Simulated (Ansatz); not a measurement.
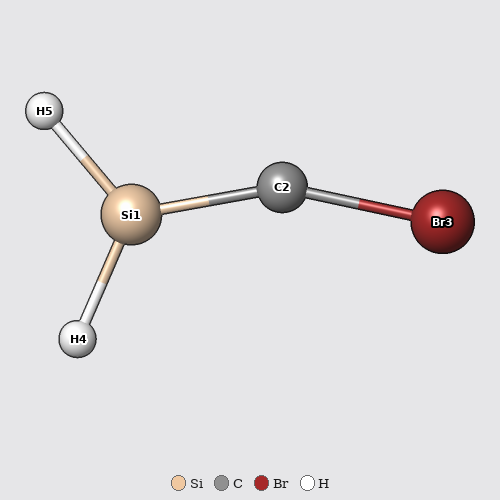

The system is CH2BrSi, SMILES [SiH2]=[C]Br, spin multiplicity 2; the picture shows the reference structure. The first coordinate is: umbrella angle at Si1 (between each of its bonds and their common axis; 90 is planar); the second: change of the bonds Si1–C2, Si1–H4, Si1–H5, all alike. Nothing is relaxed (all other coordinates rigid). The scan uses an 11 × 11 grid; 66 points were computed and 55 follow by symmetry. Points are written as (first, second). Energies are in kJ/mol, from the lowest grid point. In part of the range the unrestricted reference is strongly spin-contaminated. Method: UKS CAM-B3LYP-D4/def2-SVP (Ansatz).

Its coordinates:

```
atom    x (Å)    y (Å)    z (Å)
  Si  -0.2649   0.5281  -0.3836
   C   0.5715  -0.5289   0.6222
  Br   0.9697  -2.0714   1.4513
   H  -1.4542   0.1425  -1.1776
   H   0.1780   1.9297  -0.5123
```

Range: umbrella angle at Si1 (between each of its bonds and their common axis; 90 is planar) from 66.0 to 114.0°; change of the bonds Si1–C2, Si1–H4, Si1–H5, all alike from −0.170 to 0.263 Å.

> What landscape does the calculation give?

The lowest grid point is at (90.0°, 0.003 Å). It is the only kind of minimum in the scanned range. The highest grid point, (66.0°, −0.170 Å), lies 236 kJ/mol above the lowest. Round the minimum the two coordinates are nearly uncoupled.

| second ↓, first → | 66.0 | 70.8 | 75.6 | 80.4 | 85.2 | 90.0 | 94.8 | 99.6 | 104.4 | 109.2 | 114.0 |
| --- | --- | --- | --- | --- | --- | --- | --- | --- | --- | --- | --- |
| 0.263 | 148 | 146 | 151 | 160 | 168 | 171 | 168 | 160 | 151 | 146 | 148 |
| 0.220 | 117 | 113 | 115 | 120 | 126 | 128 | 126 | 120 | 115 | 113 | 117 |
| 0.176 | 89 | 82 | 82 | 84 | 87 | 88 | 87 | 84 | 82 | 82 | 89 |
| 0.133 | 67 | 58 | 54 | 54 | 54 | 54 | 54 | 54 | 54 | 58 | 67 |
| 0.090 | 53 | 40 | 33 | 29 | 27 | 26 | 27 | 29 | 33 | 40 | 53 |
| 0.046 | 47 | 31 | 20 | 13 | 9 | 7 | 9 | 13 | 20 | 31 | 47 |
| 0.003 | 51 | 32 | 18 | 8 | 2 | 0 | 2 | 8 | 18 | 32 | 51 |
| −0.040 | 69 | 47 | 29 | 17 | 9 | 6 | 9 | 17 | 29 | 47 | 69 |
| −0.083 | 103 | 77 | 57 | 42 | 32 | 29 | 32 | 42 | 57 | 77 | 103 |
| −0.127 | 158 | 129 | 105 | 88 | 77 | 74 | 77 | 88 | 105 | 129 | 158 |
| −0.170 | 236 | 203 | 177 | 158 | 146 | 142 | 146 | 158 | 177 | 203 | 236 |

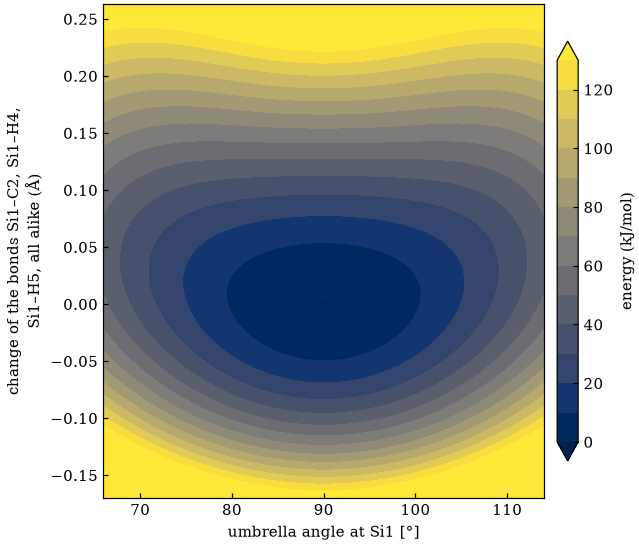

Drawn: filled contours, one colour for all values above the top of the scale. Between grid points the surface is interpolated.

Each point was launched as `ansatz run input.yaml --threads 1 --pin off --max-ram 2560MiB --backend cpu --events-out ev --progress --plain --runs-dir out`. The whole map (66 points run) took 16 min on 1 thread of Arm Neoverse N1 (shared host).
